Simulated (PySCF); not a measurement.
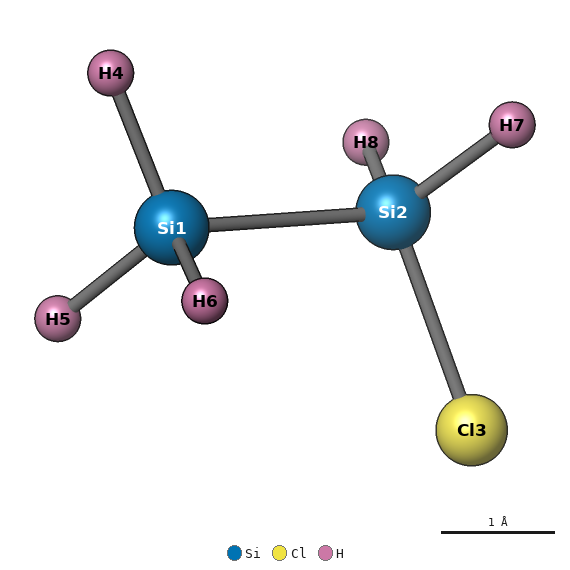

Numbered structure. Computed geometry: PBE0-D3(BJ)/def2-SVP optimisation. No frequency run is at hand to confirm it as a minimum.

Which atoms are bonded, and how long are the bonds?

```tsv
bond	length (Å)	order
Si1–Si2	2.341	single
Si1–H4	1.496	single
Si1–H5	1.493	single
Si1–H6	1.493	single
Si2–Cl3	2.079	single
Si2–H7	1.492	single
Si2–H8	1.492	single
```
